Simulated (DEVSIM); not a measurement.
Device: abrupt Si p-n junction, at 300 K.

| layer (left to right) | material | thickness (μm) | Nd (cm⁻³) | Na (cm⁻³) | τn (s) | τp (s) |
|---|---|---|---|---|---|---|
| 1 | Si | 7.70 | - | 3.7e15 | 3.5e-6 | 3.5e-6 |
| 2 | Si | 6.00 | 8.1e16 | - | 3.5e-6 | 3.5e-6 |

Left contact: ohmic. Right contact: ohmic. Voltage is applied to the left contact. Recombination: SRH at mid-gap, radiative, Auger. Mobility is μmin + (μ − μmin)/(1 + (N/Nref)^α).

This is a model device: material constants are rounded textbook-type values typed into the input, and sizes, dopings and lifetimes were drawn at random. Values at 300 K.

| parameter | Si |
|---|---|
| gap (eV) | 1.124 |
| affinity (eV) | 4.05 |
| permittivity | 11.7 |
| Nc (cm⁻³) | 2.86e19 |
| Nv (cm⁻³) | 3.1e19 |
| μn (cm²/Vs) | 1417 |
| μp (cm²/Vs) | 470 |
| μn,min | 52 |
| μp,min | 45 |
| Nref,n | 9.7e16 |
| Nref,p | 2.2e17 |
| αn | 0.68 |
| αp | 0.72 |
| B (cm³/s) | 4.7e-15 |
| Cn (cm⁶/s) | 2.8e-31 |
| Cp (cm⁶/s) | 9.9e-32 |

Model (solved in DEVSIM): 1D drift-diffusion, Boltzmann statistics, complete ionisation; no tunnelling, impact ionisation, image-force lowering or self-heating.

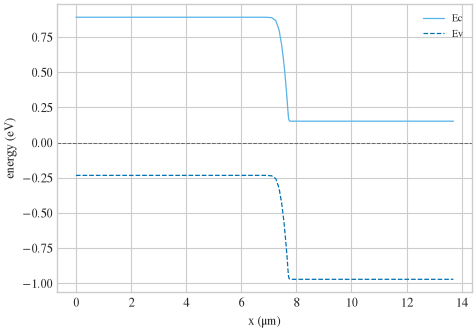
Band edges at zero bias

Energies count from the Fermi level of the right contact; mesh points crowd at the junctions.

| x (μm) | Ec (eV) | Ev (eV) | n (cm⁻³) | p (cm⁻³) | field (V/cm) |
|---|---|---|---|---|---|
| 0.000 | 0.890 | -0.234 | 31000 | 3.7e15 | ≈ 0 |
| 0.03246 | 0.890 | -0.234 | 31000 | 3.7e15 | ≈ 0 |
| 0.1140 | 0.890 | -0.234 | 31000 | 3.7e15 | ≈ 0 |
| 0.2998 | 0.890 | -0.234 | 31000 | 3.7e15 | ≈ 0 |
| 1.026 | 0.890 | -0.234 | 31000 | 3.7e15 | ≈ 0 |
| 2.438 | 0.890 | -0.234 | 31000 | 3.7e15 | ≈ 0 |
| 5.035 | 0.890 | -0.234 | 31000 | 3.7e15 | ≈ 0 |
| 6.895 | 0.890 | -0.234 | 32000 | 3.7e15 | -21 |
| 7.370 | 0.801 | -0.323 | 990000 | 1.2e14 | -8600 |
| 7.579 | 0.498 | -0.626 | 1.2e11 | 9.4e8 | -20000 |
| 7.662 | 0.308 | -0.816 | 1.9e14 | 600000 | -25000 |
| 7.705 | 0.193 | -0.931 | 1.6e16 | 7200 | -23000 |
| 7.745 | 0.155 | -0.969 | 7.1e16 | 1600 | -2300 |
| 7.838 | 0.152 | -0.972 | 8.1e16 | 1400 | ≈ 0 |
| 8.201 | 0.152 | -0.972 | 8.1e16 | 1400 | ≈ 0 |
| 8.905 | 0.152 | -0.972 | 8.1e16 | 1400 | ≈ 0 |
| 10.67 | 0.152 | -0.972 | 8.1e16 | 1400 | ≈ 0 |
| 12.38 | 0.152 | -0.972 | 8.1e16 | 1400 | ≈ 0 |
| 13.31 | 0.152 | -0.972 | 8.1e16 | 1400 | ≈ 0 |
| 13.55 | 0.152 | -0.972 | 8.1e16 | 1400 | ≈ 0 |
| 13.65 | 0.152 | -0.972 | 8.1e16 | 1400 | ≈ 0 |
| 13.70 | 0.152 | -0.972 | 8.1e16 | 1400 | ≈ 0 |
